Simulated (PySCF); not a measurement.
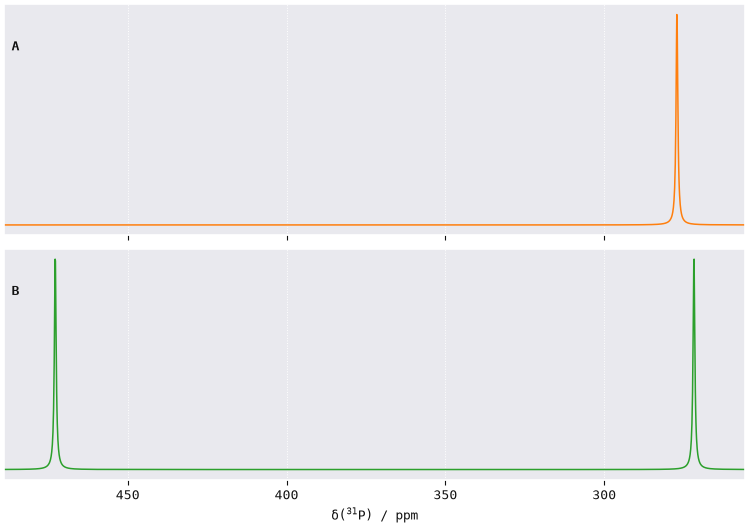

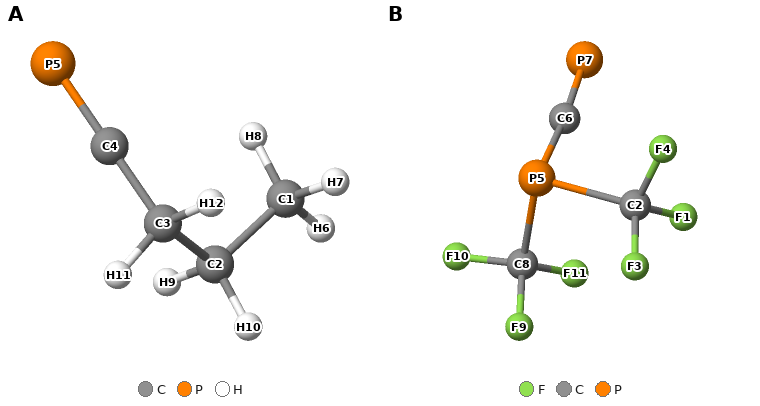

Related molecules: A is C₄H₇P, SMILES CCCC#P; B is C₃F₆P₂, SMILES FC(F)(F)P(C#P)C(F)(F)F. GIAO ³¹P shifts against PH₃ (³¹P: the usual scale starts at 85 % H₃PO₄ instead), PBE0/pcSseg-1 with PySCF 2.14.0, at a GFN2-xTB geometry (no frequency check); fully decoupled, line heights follow the number of nuclei within a panel, widths are arbitrary (no quadrupolar broadening); values of one conformer, averaged over nuclei that symmetry or rotation about single bonds exchange, these motions taken as fast; other conformers aren't averaged in.

**Assign the ³¹P signals of each molecule.**

A: 277.1 (P5)
B: 472.8 (P7); 271.8 (P5)

Limits of at least one run: the tight-binding geometry is rougher than a DFT one and adds to the error.
